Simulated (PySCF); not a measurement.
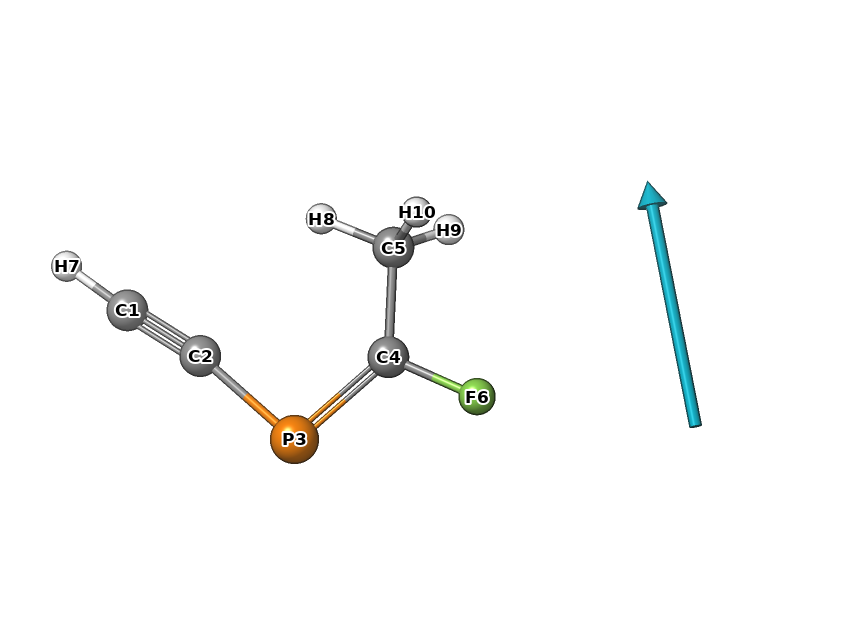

The arrow beside the molecule shows the direction of the dipole moment, from the negative to the positive end (its length means nothing). The geometry was computed by an optimisation with GFN2-xTB. No frequency run is at hand to confirm it as a minimum. Level of theory: PBE0/pcSseg-1, gas phase (PySCF 2.14.0).

Q: Estimate the dipole moment.

A: 2.48 D; it points from the side of P3, F6 to the side of H7 (the outermost atoms at the two ends).

The geometry is semi-empirical. Around P such bond lengths and angles can be off by a tenth of an ångström or more and by several degrees, and values that hang on the shape move with them.
